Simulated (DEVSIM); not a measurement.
Structure: Schottky contact on p-type Si, at 300 K.

```tsv
layer (left to right)	material	thickness (μm)	Na (cm⁻³)	τn (s)	τp (s)
1	Si	0.930	1.2e15	7.4e-5	7.4e-5
2	Si	40.0	3.3e16	7.4e-5	7.4e-5
```

Left contact: Schottky, work function 4.674 eV, emission velocity 3.1e6 cm/s. Right contact: ohmic. Voltage is applied to the left contact. Recombination: SRH at mid-gap, radiative. Mobility is constant in doping.

The device is made up for the run: typed textbook-type constants, with dimensions and the other settings drawn at random. Values at 300 K.

| parameter | Si |
|---|---|
| gap (eV) | 1.124 |
| affinity (eV) | 4.05 |
| permittivity | 11.7 |
| Nc (cm⁻³) | 2.86e19 |
| Nv (cm⁻³) | 3.1e19 |
| μn (cm²/Vs) | 1417 |
| μp (cm²/Vs) | 470 |
| B (cm³/s) | 4.7e-15 |

DEVSIM, 1D drift-diffusion, Boltzmann statistics, complete ionisation; no tunnelling, impact ionisation, image-force lowering or self-heating. Metal contacts follow the ideal Schottky-Mott rule: no Fermi-level pinning, no interface dipoles.

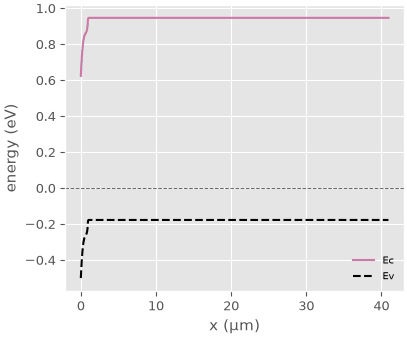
Figure. Band edges at zero bias

Energies count from the Fermi level of the right contact; mesh points crowd at the junctions.

| x (μm) | Ec (eV) | Ev (eV) | n (cm⁻³) | p (cm⁻³) | field (V/cm) |
|---|---|---|---|---|---|
| 0.000 | 0.624 | -0.500 | 9.4e8 | 1.2e11 | 8900 |
| 0.03177 | 0.651 | -0.473 | 3.3e8 | 3.6e11 | 8300 |
| 0.1033 | 0.706 | -0.418 | 4.0e7 | 2.9e12 | 7000 |
| 0.2645 | 0.794 | -0.330 | 1300000 | 9.0e13 | 4100 |
| 0.6700 | 0.863 | -0.261 | 89000 | 1.3e15 | 690 |
| 0.8287 | 0.881 | -0.243 | 45000 | 2.6e15 | 2100 |
| 0.8991 | 0.904 | -0.220 | 19000 | 6.3e15 | 5000 |
| 0.9379 | 0.931 | -0.193 | 6600 | 1.8e16 | 6600 |
| 0.9812 | 0.944 | -0.180 | 3900 | 3.0e16 | 1100 |
| 1.083 | 0.947 | -0.177 | 3500 | 3.3e16 | 13 |
| 1.323 | 0.947 | -0.177 | 3500 | 3.3e16 | ≈ 0 |
| 2.267 | 0.947 | -0.177 | 3500 | 3.3e16 | ≈ 0 |
| 4.109 | 0.947 | -0.177 | 3500 | 3.3e16 | ≈ 0 |
| 8.447 | 0.947 | -0.177 | 3500 | 3.3e16 | ≈ 0 |
| 23.94 | 0.947 | -0.177 | 3500 | 3.3e16 | ≈ 0 |
| 33.73 | 0.947 | -0.177 | 3500 | 3.3e16 | ≈ 0 |
| 37.88 | 0.947 | -0.177 | 3500 | 3.3e16 | ≈ 0 |
| 39.65 | 0.947 | -0.177 | 3500 | 3.3e16 | ≈ 0 |
| 40.54 | 0.947 | -0.177 | 3500 | 3.3e16 | ≈ 0 |
| 40.78 | 0.947 | -0.177 | 3500 | 3.3e16 | ≈ 0 |
| 40.88 | 0.947 | -0.177 | 3500 | 3.3e16 | ≈ 0 |
| 40.93 | 0.947 | -0.177 | 3500 | 3.3e16 | ≈ 0 |
